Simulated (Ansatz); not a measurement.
GeH4SCl2: several calculations on one system

**1. Relaxation**

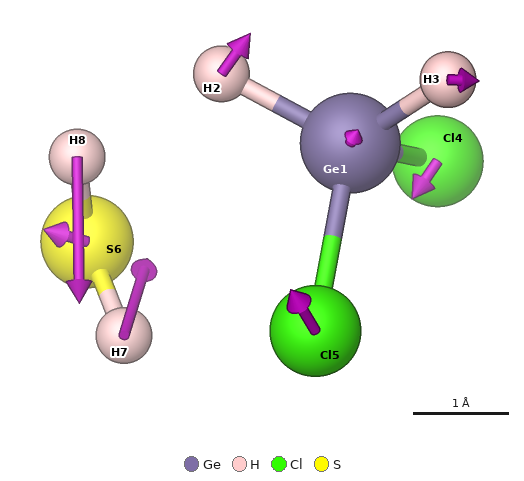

A relaxation of GeH₄SCl₂. The starting structure is drawn; purple arrows show the displacements, at their true length. The two geometries are superimposed by the best rigid fit.

The picture is a ball-and-stick view, seen from a free direction.

The run prepares an end point of a later path (reaction) calculation, from a guessed geometry.

The calculation used RKS B3LYP-D4/def2-SVP (Ansatz). Settings: no spin polarisation; force threshold 0.03 eV/Å; at most 50 steps.

Atoms of which element are displaced furthest, and by how much?

Answer. Hydrogen: up to 1.57 Å, against 0.70 Å for chlorine.

Describe the change and its energy.

Answer. Over 26 accepted moves (32 points after the start) the energy falls by 5.60 kcal/mol. The largest force component goes from 0.77 to 0.0019 eV/Å. The line search rejected the trial steps at points 8, 10, 19, 22, 29, 31 of the run. The forces were under the threshold at step 28, but the run went on from there. The largest move after the best rigid fit is that of H8, 1.57 Å. Largest moves by element: H 1.57 Å, Cl 0.70 Å, S 0.56 Å, Ge 0.22 Å. Near-neighbour distances that change, for instance: Ge1–S6 3.463 → 3.864 Å, S6–H8 1.378 → 1.352 Å, Ge1–Cl4 2.158 → 2.173 Å, Ge1–H2 1.543 → 1.529 Å. The run took 2.4 min on 2 threads of Intel(R) Xeon(R) Platinum 8259CL CPU @ 2.50GHz (Skylake/Cascade Lake) (shared host), peak memory 0.28 GiB.

**2. Relaxation**

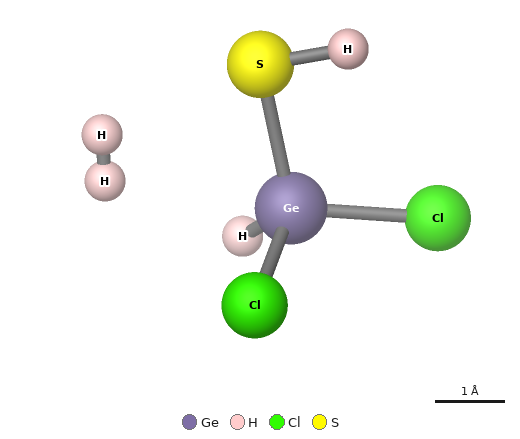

This is the input geometry for a relaxation of GeH$_{4}$SCl$_{2}$. Style: ball-and-stick. Shown at a tilt.

The run prepares an end point of a later path (reaction) calculation, from a guessed geometry.

Level of theory: RKS B3LYP-D4/def2-SVP (Ansatz).

The input:
```yaml
crystal:
  periodic: [false, false, false]
  atoms:
    - { symbol: Ge, position_ang: [-0.61191, -0.259299, -0.329038] }
    - { symbol: H, position_ang: [0.10862, 0.699808, 2.157075] }
    - { symbol: H, position_ang: [0.734098, -0.688183, 0.270936] }
    - { symbol: Cl, position_ang: [-0.452483, 1.813001, -0.954249] }
    - { symbol: Cl, position_ang: [-0.994662, -1.441243, -2.112092] }
    - { symbol: S, position_ang: [-2.345003, -0.56156, 1.061344] }
    - { symbol: H, position_ang: [-3.138856, -1.013805, 0.063653] }
    - { symbol: H, position_ang: [-0.501505, 0.578482, 2.515071] }
basis:
  gaussian: { orbitals: def2-SVP }
hamiltonian:
  xc: b3lyp
  dispersion: d4
relax:
  f_tol: 0.03
  max_steps: 50
```

Launched with:
```bash
ansatz run input.yaml --threads 2 --pin off --max-ram 3072MiB --backend cpu --events-out ev --progress --plain --runs-dir out
```

### What does the optimiser find from here?

Over 16 accepted moves (19 points after the start) the energy falls by 13.3 kJ/mol. The largest force component goes from 1.5 to 0.027 eV/Å. The line search rejected the trial steps at points 8, 10, 13 of the run. The forces were under the threshold at step 9, but the run went on from there. H2 moves most after the best rigid fit: 0.79 Å. By element the largest moves are H 0.79 Å, S 0.56 Å, Cl 0.35 Å, Ge 0.32 Å. Among the contacts that change: H2–H8 0.718 → 0.762 Å, Ge1–S6 2.242 → 2.223 Å, Ge1–Cl4 2.170 → 2.166 Å. Bond angles that change, for instance: H3–Ge1–S6 113.4° → 109.5°, Cl5–Ge1–S6 107.4° → 110.8°. Groups turn about Ge1–S6 by about 45°.

History of the run:

```csv
step,"E − E(0), kJ/mol","largest force component, eV/Å",note
0,0.00,1.4923,
1,-8.67,0.0828,
2,-10.71,0.0974,
3,-10.96,0.2831,
4,-11.77,0.1041,
5,-11.82,0.2998,
6,-12.85,0.0424,
7,-12.98,0.1144,
8,-12.98,0.1703,rejected
9,-13.02,0.0193,
10,-12.86,0.2831,rejected
11,-13.10,0.0503,
12,-13.14,0.0553,
13,-13.13,0.1140,rejected
14,-13.19,0.0096,
15,-13.22,0.0405,
16,-13.24,0.0764,
17,-13.26,0.0470,
18,-13.28,0.0176,
19,-13.30,0.0271,
```

The structure at the end:

```xyz
8

Ge   -0.6356   -0.5070   -0.5275
H     0.2289    1.1530    2.7981
H     0.7188   -0.9041    0.0723
Cl   -0.6875    1.6240   -0.9125
Cl   -0.8935   -1.4823   -2.4456
S    -2.2640   -1.0775    0.8735
H    -3.2281   -0.4867    0.1295
H    -0.4408    0.8077    2.6850
```

The end point in the same view:

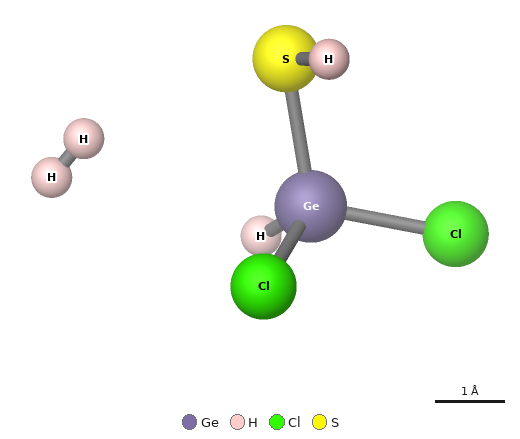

Limits of the set-up: the start holds two separate molecules, 2.4 Å apart at their closest, whose relative position is a soft coordinate.

**3. Path**

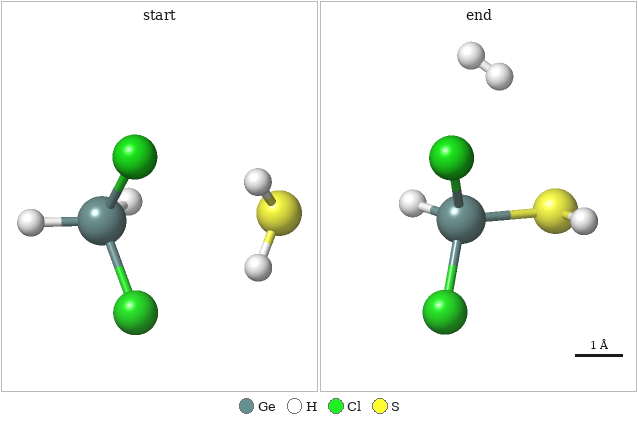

The two relaxed end points of a path for GeH$_{4}$SCl$_{2}$, made up at the start of GeH2Cl2 and H₂S. The picture is a ball-and-stick view, seen at a tilt.

Theory: Ansatz, RKS B3LYP-D4/def2-SVP.

Run with 9 movable images; climbing image; force threshold 0.05 eV/Å; iteration limit 31.

Start:
```xyz
8

Ge    0.3980    0.0101   -0.1397
H     0.4017    0.4369    1.3281
H     1.7481    0.0602   -0.8670
Cl   -0.9729    1.2841   -1.2444
Cl   -0.3308   -2.0325   -0.2814
S    -2.8881   -0.0407    1.8918
H    -2.9628    0.6161    0.7121
H    -2.5948   -1.2069    1.2731
```

End:
```xyz
8

Ge   -0.6005   -0.6431   -0.4377
H     0.1249    1.5865    2.5731
H     0.7413   -0.8975    0.2598
Cl   -0.6810    1.3876   -1.1874
Cl   -0.7780   -1.9408   -2.1644
S    -2.2617   -1.0029    0.9944
H    -3.2126   -0.5731    0.1323
H    -0.5340    1.2106    2.5026
```

Predict the minimum-energy path and its barrier.

The energy climbs by 219.2 kJ/mol to image 5 and then falls by 229.4 kJ/mol, so the end point sits at −10.2 kJ/mol. Breaking: Ge1–H2 (1.53 → 1.79 at the top → 3.82 Å), S6–H8 (1.35 → 1.58 at the top → 3.19 Å). Forming: Ge1–S6 (3.86 → 2.58 at the top → 2.22 Å), H2–H8 (3.42 → 1.11 at the top → 0.76 Å). The band converged in 24 iterations, with a climbing image at the top.

Energies of the converged images:

| image | path (Å) | E (kJ/mol) |
| --- | --- | --- |
| 0 | 0.00 | 0.0 |
| 1 | 1.01 | 2.5 |
| 2 | 2.01 | 4.8 |
| 3 | 3.02 | 16.3 |
| 4 | 4.02 | 78.4 |
| 5 | 5.03 | 219.2 |
| 6 | 6.68 | -4.9 |
| 7 | 8.33 | -7.8 |
| 8 | 9.97 | -9.3 |
| 9 | 11.62 | -9.3 |
| 10 | 13.27 | -10.2 |

The geometry at the top of the path:

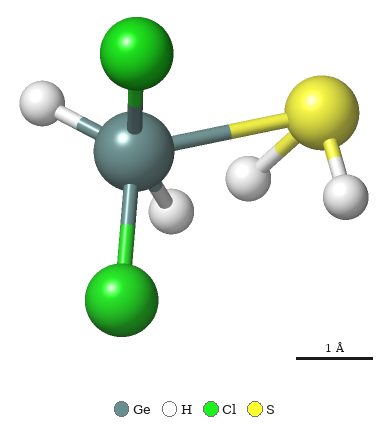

Limits of the set-up: the start holds two separate molecules, 2.9 Å apart at their closest, whose relative position is a soft coordinate.
